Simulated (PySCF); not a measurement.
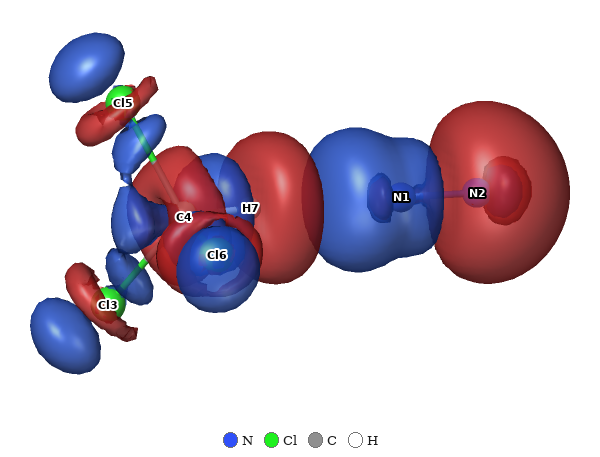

Figure 1: CHCl3N2, SMILES `N#N.ClC(Cl)Cl`. Density of the complex less the densities of the two fragments at the same geometry, ±0.001 e/Å³ (blue: gain, red: loss). Fragment A: N2 (atoms 1–2); fragment B: HCCl3.

Method: B3LYP/6-31+G*; geometry: GFN2-xTB; program: PySCF. GFN2-xTB bond lengths at metals and heavier atoms can be off by up to 0.1 Å and shapes distorted, which carries into these values.

Question: Which way does charge flow?

Answer: Hirshfeld charges show 0.010 e passing from A to B. By Hirshfeld charges, electrons gather most on N1 (−0.009 e) and leave N2 most (+0.019 e); 0.05 e is displaced in all, which induces a dipole of 0.42 D.

Question: What is the interaction energy, and which contacts carry it?

Answer: The counterpoise-corrected interaction energy of the frozen fragments is +0.3 kcal/mol without dispersion correction and −0.9 kcal/mol with D3(BJ). The pair geometry is semi-empirical, not a minimum at this level. Contacts: N1···H7, weak C–H hydrogen bond, 2.23 Å, ρ = 0.015 a.u. The pose is a local one from a semi-empirical search, not shown to be the most stable.

Cost of the run: 30 s on 1 thread of Arm Neoverse V2, with other jobs on the host, peak memory 0.59 GiB.
